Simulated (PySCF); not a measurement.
SMILES c1(ccc(O)cc1)[CH2], doublet at its GFN2-xTB optimised geometry (Å):

```
15

C      2.6783     0.0028    -0.0013
C      1.3019     0.0001    -0.0002
C      0.5556    -1.2144     0.0000
C     -0.8114    -1.2144     0.0000
C     -1.5187    -0.0058     0.0000
O     -2.8765    -0.0539    -0.0007
C     -0.8163     1.2028     0.0006
C      0.5533     1.2111     0.0006
H      3.2343     0.9226    -0.0019
H      3.2372    -0.9151    -0.0020
H      1.0959    -2.1491     0.0000
H     -1.3740    -2.1349    -0.0001
H     -3.2372     0.8412    -0.0004
H     -1.3674     2.1353     0.0011
H      1.0882     2.1491     0.0010
```

Level of theory: unrestricted CAM-B3LYP/def2-TZVP (PySCF).

Map of the log10 of the electron density (e/bohr³), floored at −4 on the plane z = 1.2 Å:

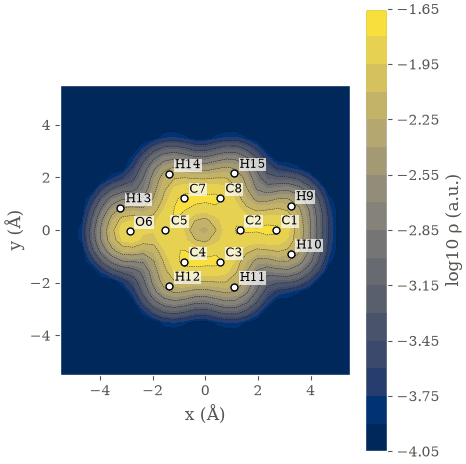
*Log10 of the electron density (e/bohr³), floored at −4 on the plane z = 1.2 Å.*
